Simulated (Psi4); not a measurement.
**HF/3-21G run of C2H3I (vinyl iodide)**

Aim: the energy change on altering one bond length of C2H3I (vinyl iodide) at HF/3-21G, from 2 runs. 

The results are computed with Psi4 1.11.

## Step 1: The system as given

C2H3I: 6 atoms, total charge 0, spin state singlet. SMILES: `C=CI`. The shape is that of a PBE0-D4/def2-TZVP optimisation.

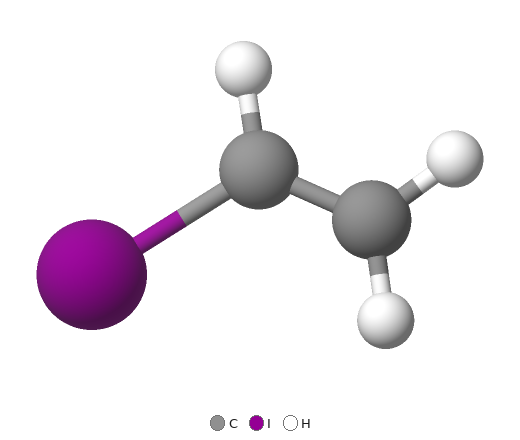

Viewed from a chosen angle; carbon grey, iodine purple, hydrogen white.

## Step 2: A single-point energy at HF/3-21G

File job.in:

```
memory 2200 mb

molecule m {
  0 1
  C     -0.622970     0.068690    -0.457440
  C      0.372870     0.151340     0.404440
  I      1.844550    -1.301740     0.608640
  H     -0.748780    -0.771200    -1.129510
  H     -1.355590     0.868170    -0.507340
  H      0.509920     0.984730     1.081200
  units angstrom
  symmetry c1
  no_reorient
  no_com
}

set {
  basis 3-21G
  puream true
  e_convergence 1e-09
  d_convergence 1e-08
  scf_type pk
}

e, wfn = energy("hf", return_wfn=True)
```

The run is started by

```sh
$ psi4 job.in job.out -n 1
```

job.out:

```text
[...]
  Running in c1 symmetry.
[...]
  Nuclear repulsion =  191.426561964455630
[...]
  Multiplicity = 1
[...]
  Nalpha       = 34
  Nbeta        = 34
[...]
    Number of basis functions: 55
[...]
   @RHF iter   1: -6964.27199385503172   -1.63342e+00   5.14831e-03 DIIS/ADIIS
[...]
   @RHF iter  11: -6964.32538121360722    3.63798e-12   2.60945e-09 DIIS
[...]
    Orbital Energies [Eh]
    ---------------------
    Doubly Occupied:
       1A   -1170.002859     2A   -180.044932     3A   -168.287525
       4A   -168.286526     5A   -168.286469     6A    -37.815175
       7A    -32.707010     8A    -32.703049     9A    -32.702989
      10A    -24.158228    11A    -24.156538    12A    -24.156449
      13A    -24.152539    14A    -24.152539    15A    -11.230386
      16A    -11.196763    17A     -7.244448    18A     -5.378077
      19A     -5.366291    20A     -5.366123    21A     -2.421416
      22A     -2.416109    23A     -2.416099    24A     -2.403361
      25A     -2.403356    26A     -1.072961    27A     -0.874770
      28A     -0.761640    29A     -0.651333    30A     -0.594197
      31A     -0.458435    32A     -0.444659    33A     -0.363351
      34A     -0.337852
[...]
  @RHF Final Energy: -6964.32538121360722
   => Energetics <=
    Nuclear Repulsion Energy =            191.4265619644556295
    One-Electron Energy =               -9961.4749777821489261
    Two-Electron Energy =                2805.7230346040855693
    Total Energy =                      -6964.3253812136081251
[...]
 Multipole Moments:
 ------------------------------------------------------------------------------------
     Multipole            Electronic (a.u.)      Nuclear  (a.u.)        Total (a.u.)
 ------------------------------------------------------------------------------------
 L = 1.  Multiply by 2.5417464519 to convert [e a0] to [Debye]
 Dipole X            :       -179.3594445          178.8930024           -0.4664421
 Dipole Y            :        126.2087647         -125.8375052            0.3712595
 Dipole Z            :        -59.4329876           59.3076749           -0.1253127
 Magnitude           :                                                    0.6091840
[...]
```

Wall time 2.1 s (1 thread of Intel Xeon 6975P-C (Granite Rapids), shared host); peak memory 0.2 GiB.

## Step 3: The distorted shape

File input.inp:

```
memory 2200 mb

molecule {
  0 1
  C
  C 1 r2
  I 2 r3 1 a3
  H 1 r4 2 a4 3 d4
  H 1 r5 4 a5 2 d5
  H 2 r6 1 a6 4 d6

  r2 = 1.319608
  r3 = 3.7408
  a3 = 123.69584
  r4 = 1.083015
  a4 = 122.78865
  d4 = -0.001
  r5 = 1.085537
  a5 = 117.66011
  d5 = -179.99806
  r6 = 1.082278
  a6 = 123.51821
  d6 = -179.99962
  units angstrom
  symmetry c1
}

set basis 3-21G
set puream true
set e_convergence 1e-09
set d_convergence 1e-08
set scf_type pk

energy_value = energy("hf")
print_variables()
```

The run is started by

```sh
$ psi4 -n 1 input.inp input.out
```

input.out:

```text
[...]
  Running in c1 symmetry.
[...]
  Nuclear repulsion =  127.633228772409311
[...]
  Multiplicity = 1
[...]
  Nalpha       = 34
  Nbeta        = 34
[...]
    Number of basis functions: 55
[...]
   @RHF iter   1: -6963.99240985970755   -1.95033e+00   7.28336e-03 DIIS/ADIIS
[...]
   @RHF iter  14: -6964.16731105994040    1.81899e-12   2.77723e-09 DIIS
[...]
    Orbital Energies [Eh]
    ---------------------
    Doubly Occupied:
       1A   -1169.960497     2A   -180.002064     3A   -168.244473
       4A   -168.243633     5A   -168.243629     6A    -37.772272
       7A    -32.663795     8A    -32.660082     9A    -32.660065
      10A    -24.114754    11A    -24.113505    12A    -24.113490
      13A    -24.109724    14A    -24.109724    15A    -11.330657
      16A    -11.262019    17A     -7.199554    18A     -5.331757
      19A     -5.321612    20A     -5.321547    21A     -2.374092
      22A     -2.370344    23A     -2.370274    24A     -2.358839
      25A     -2.358839    26A     -1.118098    27A     -0.838622
      28A     -0.766422    29A     -0.702101    30A     -0.646278
      31A     -0.467751    32A     -0.324344    33A     -0.323881
      34A     -0.304169
[...]
  @RHF Final Energy: -6964.16731105994040
   => Energetics <=
    Nuclear Repulsion Energy =            127.6332287724093106
    One-Electron Energy =               -9835.3952614917579922
    Two-Electron Energy =                2743.5947216594086058
    Total Energy =                      -6964.1673110599404026
[...]
 Multipole Moments:
 ------------------------------------------------------------------------------------
     Multipole            Electronic (a.u.)      Nuclear  (a.u.)        Total (a.u.)
 ------------------------------------------------------------------------------------
 L = 1.  Multiply by 2.5417464519 to convert [e a0] to [Debye]
 Dipole X            :          0.0000401           -0.0000575           -0.0000175
 Dipole Y            :        -16.6837895           18.9902614            2.3064719
 Dipole Z            :         15.1698680          -17.0676412           -1.8977732
 Magnitude           :                                                    2.9868639
[...]
```

Run time: 2.2 s. Hardware: 1 thread of Intel Xeon 6975P-C (Granite Rapids), shared host; peak memory 0.2 GiB.

## Step 4: What came out

Level: HF/3-21G.

| quantity | value |
| --- | --- |
| first shape: total energy | -6964.32538 Eh |
| first shape: dipole moment | 1.55 D |
| first shape: HOMO energy | -9.19 eV |
| first shape: LUMO energy | 3.55 eV |
| first shape: HOMO–LUMO gap | 12.74 eV |
| distorted shape: total energy | -6964.16731 Eh |
| distorted shape: dipole moment | 7.59 D |
| distorted shape: HOMO energy | -8.28 eV |
| distorted shape: LUMO energy | -2.33 eV |
| distorted shape: HOMO–LUMO gap | 5.95 eV |
| energy change with the C2–I3 bond stretched from 2.078 to 3.741 Å | 4.301 eV |

In words: One bond (distorted shape) is far stretched, which a spin-restricted single reference describes badly; a broken-symmetry solution may lie lower. With the C2–I3 bond stretched from 2.078 to 3.741 Å the energy rises by 4.30 eV (415 kJ/mol). The first shape isn't relaxed at this level, so the change isn't measured from a minimum. A restricted reference can't describe the breaking bond well at this length. Relativity is left out (first shape) although the molecule holds a heavy atom. Relativity is left out (distorted shape) although the molecule holds a heavy atom.
